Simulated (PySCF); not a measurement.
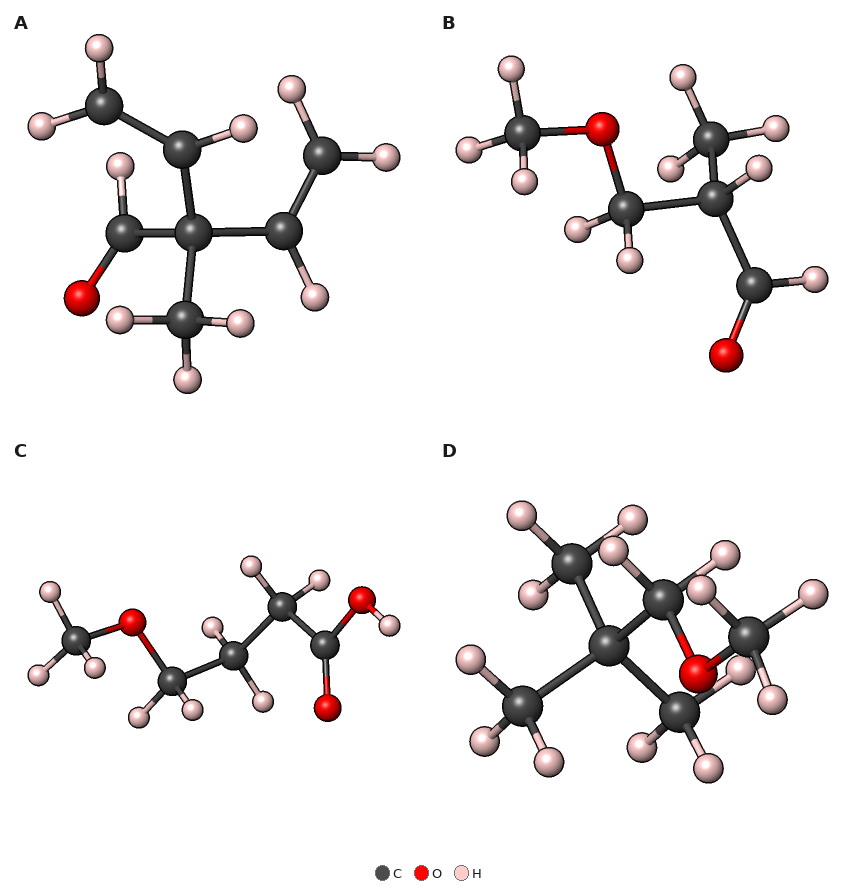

(Drawn from a calculation with PySCF.)

Question: Match each picture to its SMILES.
(1) COCCCC(=O)O
(2) COC[C@H](C)C=O
(3) C=CC(C)(C=C)C=O
(4) COCC(C)(C)C

Answer: A is (3), B is (2), C is (1), D is (4).
